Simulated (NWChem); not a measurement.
Single-point calculation of SiH₂Br₂

The run: single-point calculation of SiH₂Br₂, multiplicity 3, SMILES Br[SiH2]Br. Method and program: HF/STO-3G, UHF (NWChem 7.3.0).

The geometry is that of the parent species in another charge or spin state. The geometry comes from this level: PBE0-D4/def2-TZVP.

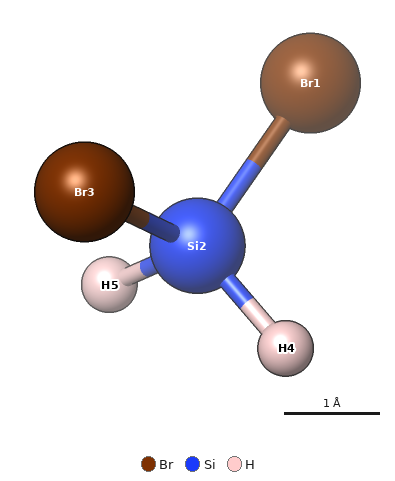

The input geometry (ball-and-stick view, seen at an oblique angle; atoms are numbered from 1 in the order of the input).

**Input**
```python
from ase.io import read
from ase.calculators.nwchem import NWChem

atoms = read('mol.xyz')

calc = NWChem(
    label='mol',
    theory='scf',
    memory='2200 mb',
    basis='STO-3G',
    basispar='spherical bse',
    scf={'nopen': '2', 'uhf': None, 'thresh': '1e-08', 'maxiter': '80'},
    task='energy',
)
atoms.calc = calc

print("Total energy (eV):", round(atoms.get_potential_energy(), 6))
```

**File mol.xyz**
```
5

Br    -1.672690    -1.239290     0.362310
Si     0.158230    -0.046290     0.054680
Br    -0.295570     1.814160    -1.042010
H      1.103430    -0.843230    -0.751710
H      0.706590     0.314640     1.376730
```

**File mol.nwi**
```
title "mol"

permanent_dir mol

scratch_dir mol

start mol

geometry units angstrom nocenter noautosym noautoz
  Br -1.6726900000000000e+00 -1.2392900000000000e+00 3.6231000000000002e-01
  Si 1.5823000000000001e-01 -4.6289999999999998e-02 5.4679999999999999e-02
  Br -2.9557000000000000e-01 1.8141600000000000e+00 -1.0420100000000001e+00
  H  1.1034299999999999e+00 -8.4323000000000004e-01 -7.5170999999999999e-01
  H  7.0659000000000005e-01 3.1463999999999998e-01 1.3767300000000000e+00
end

memory 2200 mb

basis spherical bse noprint
   * library STO-3G
end

scf
  nopen 2
  uhf
  thresh 1e-08
  maxiter 80
end

task scf energy
```

Run as:
```bash
export ASE_NWCHEM_COMMAND="nwchem PREFIX.nwi > PREFIX.nwo"
python run.py
```

**What the program printed**
```
Total energy (eV): -146285.968003
```

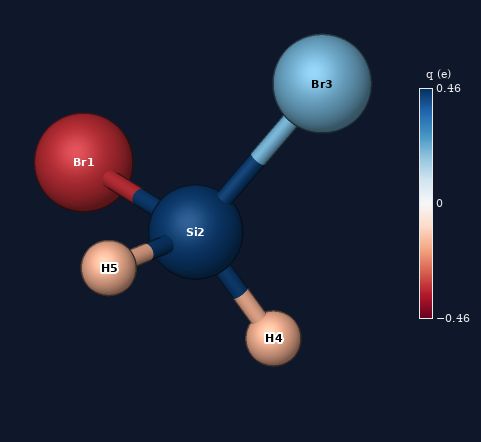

Mulliken charges, as the colour of each atom (ball-and-stick view, seen at a tilt; atoms are numbered from 1 in the order of the input; Mulliken charges depend strongly on the basis). By element: Br −0.34 to +0.22, Si +0.44 and H −0.16 e.

**Results in brief**

| quantity | value |
| --- | --- |
| outcome | converged |
| total energy | −5375.910212 hartree |
| basis functions | 47 |
| ⟨S²⟩ | 2.001 |
| dipole moment | 4.68 D |
| hardware | 1 thread of Intel Xeon (Granite Rapids), 12 GiB of memory available, shared host |
| wall time | 21 s |
| peak memory | 0.1 GiB |
